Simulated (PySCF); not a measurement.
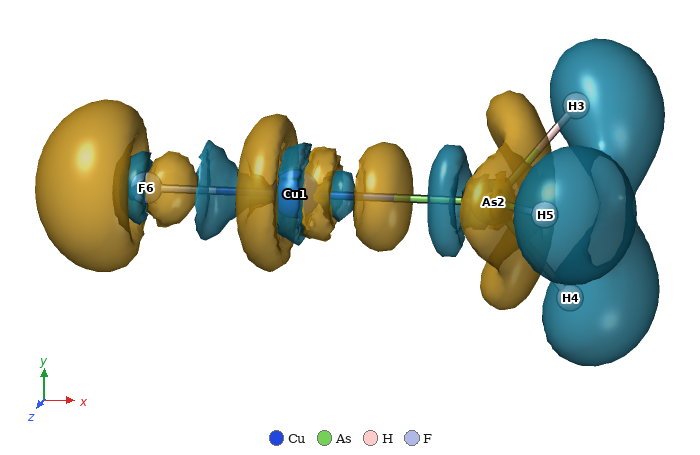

Figure 1: Cu(AsH3)F (AsCuFH3). Change of the electron density in a uniform field of 0.26 V/Å, surfaces at ±0.002 e/Å³ (yellow: gain, teal: loss).

PySCF calculation, B3LYP/def2-SVPD, gas phase; geometry: GFN2-xTB. This is a single-reference result, which may miss multireference character in this system. No frequency check shows the geometry to be a minimum. GFN2-xTB bond lengths at metals and heavier atoms can be off by up to 0.1 Å and shapes distorted, which carries into these values.

The field was applied in both directions; the picture shows the one opposite to the script's first.

**Along which Cartesian direction does the field point?**

Along +x: electrons gather on the −x side, against the field.

**How large is the response?**

The induced dipole is 0.86 D (along the field); α along this axis, from the fields in both directions, is 69 bohr³ (10.2 Å³).

Cost of the run: 29 s on 1 thread of Arm Neoverse V2, with other jobs on the host, peak memory 0.54 GiB.
